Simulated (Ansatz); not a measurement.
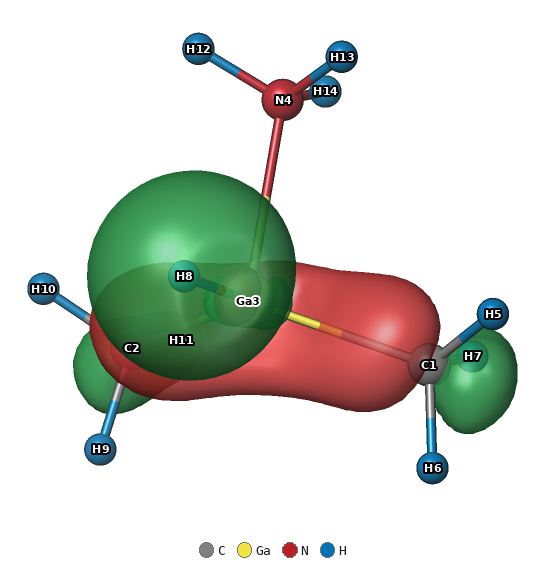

Figure. C2H10GaN (SMILES [CH3][GaH-]([CH3])[NH3+]). The HOMO−1 at ±0.15 Å⁻³ᐟ² (green and red are the two phases), seen at an oblique angle.

Geometry: PBE0-D4/def2-SVP.

These are results of isolated molecule in a Gaussian basis; Kohn-Sham density functional theory, functional PBE0 (Ansatz 0.2.0), not measurements.

| atom | x (Å) | y (Å) | z (Å) |
| --- | --- | --- | --- |
| C | -0.9267 | 1.0857 | -1.2955 |
| C | 1.1637 | 0.6980 | 1.3723 |
| Ga | -0.5240 | 0.1967 | 0.4408 |
| N | 0.0645 | -1.7551 | -0.3038 |
| H | -1.7175 | 0.5696 | -1.8646 |
| H | -1.2829 | 2.1144 | -1.1207 |
| H | -0.0350 | 1.1629 | -1.9402 |
| H | -1.7507 | -0.2877 | 1.3316 |
| H | 1.0509 | 1.6818 | 1.8572 |
| H | 1.4402 | -0.0158 | 2.1657 |
| H | 2.0145 | 0.7826 | 0.6753 |
| H | 0.3176 | -2.3792 | 0.4616 |
| H | -0.6954 | -2.1948 | -0.8223 |
| H | 0.8680 | -1.6883 | -0.9282 |

What is the character of this orbital?

Answer. Its weight (Hirshfeld) is mainly on H8 (about 35 %), Ga3 (about 30 %), C2 (about 10 %) and C1 (about 10 %). Its energy is −7.02 eV.
